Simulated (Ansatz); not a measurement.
Start from BN in the zinc blende structure (space group F-43m, No. 216; a = 3.610 Å). Axes: x, y, z lie along the cube axes.

Modification: tensor shear ε_xy = +0.29 % (engineering shear γ = 0.0058), atoms relaxed at fixed cell.

Calculations: r2SCAN (Ansatz, a first-principles code; PAW; 500 eV plane waves; spin-orbit coupling left out).

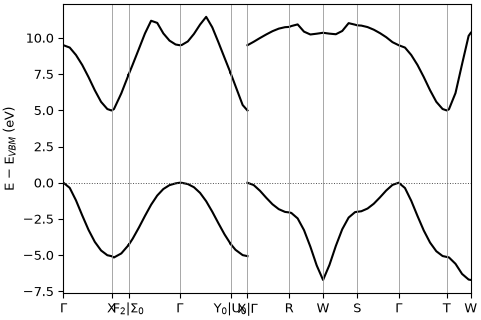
Figure. Highest valence and lowest conduction band along the path of the changed cell's own zone

Q: From the figure, how large is the changed gap, and is it direct?

A: About 5.0 eV, indirect, Γ → X.

The cells carry an imposed strain or load. No phonon test of stability was made. k-point labels follow each cell's own Brillouin zone.
